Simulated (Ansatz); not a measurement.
**H5OPSSi (SMILES O[SiH](P)S): density, localisation and related maps**

```yaml
atoms:
  - { symbol: O, position_ang: [-1.6183, 0.5835, 0.5298] }
  - { symbol: Si, position_ang: [-0.0377, 0.2124, 0.2730] }
  - { symbol: P, position_ang: [0.1513, -1.7038, -0.8893] }
  - { symbol: S, position_ang: [0.9820, 1.6373, -0.9505] }
  - { symbol: H, position_ang: [-2.1531, 0.7776, -0.2427] }
  - { symbol: H, position_ang: [0.5485, 0.1904, 1.6316] }
  - { symbol: H, position_ang: [-0.2916, -2.4887, 0.2089] }
  - { symbol: H, position_ang: [1.5261, -1.8539, -0.5670] }
  - { symbol: H, position_ang: [0.9813, 2.5989, -0.0109] }
```

Geometry: PBE0-D4/def2-TZVP.

These are results of RKS PBE0-D4/def2-TZVPP in Ansatz, not measurements.

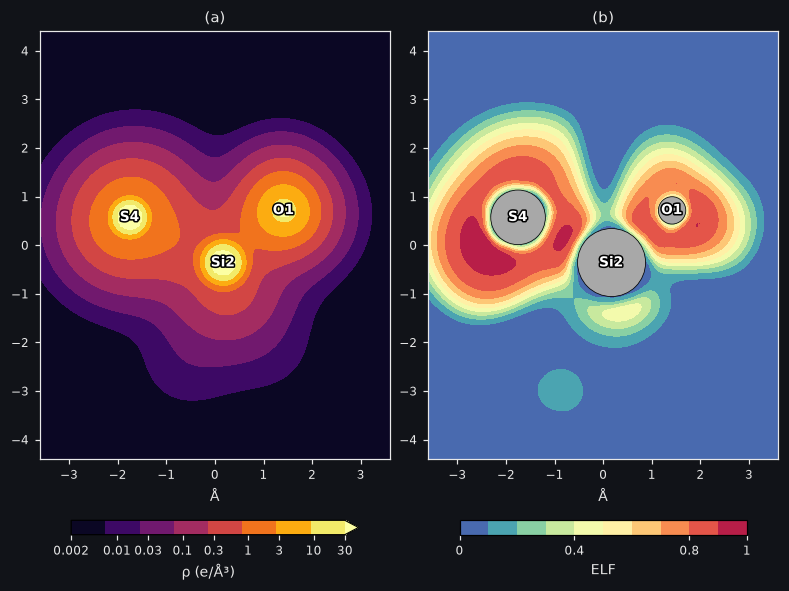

Figure 1. (a) electron density; (b) electron localisation function on the plane of atoms O1, Si2 and S4. Grey discs cover the atomic cores in the ELF map.

Q: Interpret the plot.

A: The plane passes through O, Si and S nuclei. Si–O (1.64 Å): ρ is about 1.2 e/Å³ halfway; the ELF peaks at about 0.90 between the atoms, as expected for a shared but strongly polarised pair. Si–S (2.14 Å): ρ at the midpoint is about 0.84 e/Å³; the ELF peaks at about 0.90 between the atoms (localised, covalent bonding). The ELF also peaks beside S4 and O1, away from the bonds: lone-pair regions.

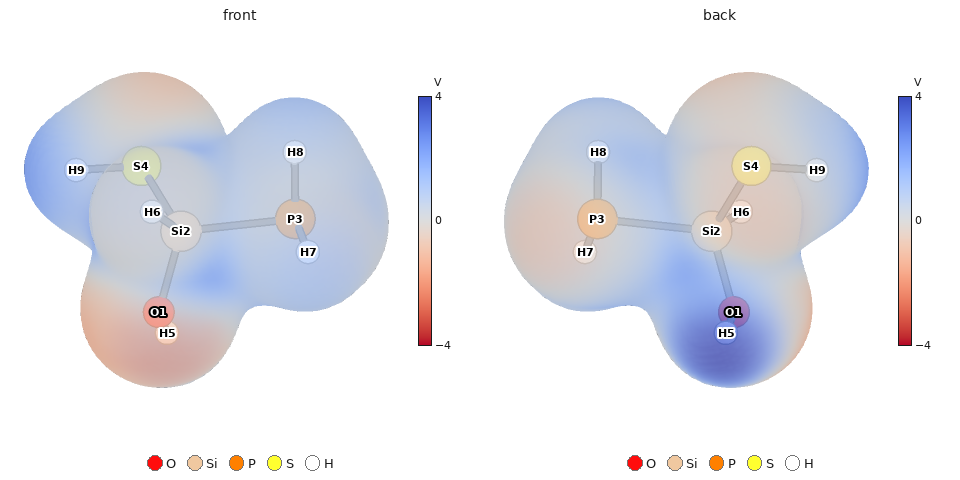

Figure 2. The molecular electrostatic potential painted on the density surface at 0.004 e/bohr³, seen from the front and from behind; the colour scale runs from red (negative) to blue (positive).

Q: Where is the surface potential most negative and most positive?

A: The most negative region (about −1.3 V, or −30 kcal/mol for a unit charge) lies over O1, the most positive (about +3.6 V, or +83 kcal/mol for a unit charge) over H5. O1 is the likeliest acceptor of a hydrogen bond.

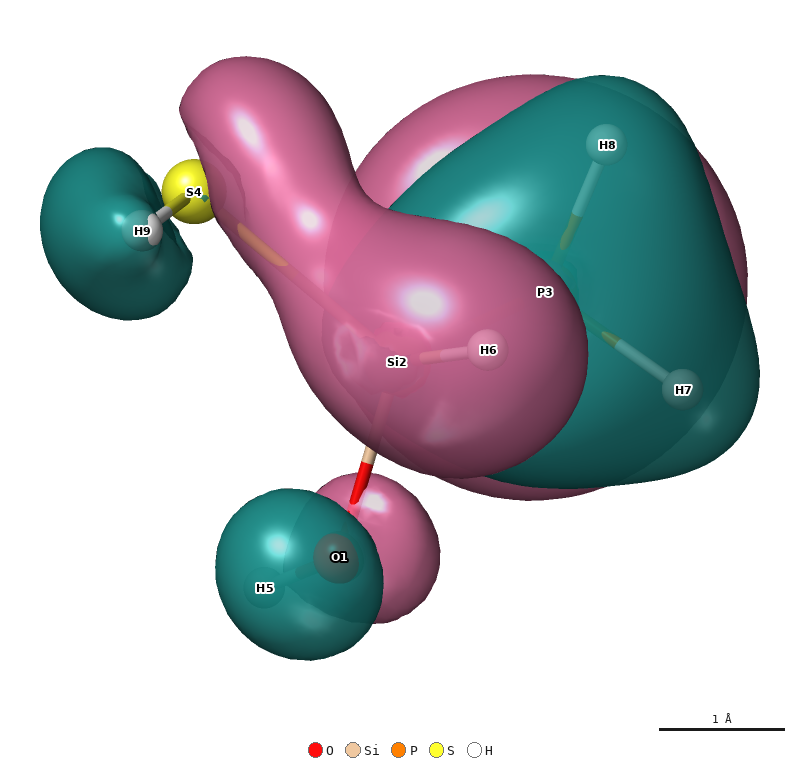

Figure 3. The HOMO at ±0.06 Å⁻³ᐟ² (teal and pink are the two phases), seen at a tilt.

Q: What is the character of this orbital?

A: By Hirshfeld shares it lies mainly on P3 (about 65 %) and Si2 (about 15 %). Its energy is −7.65 eV.
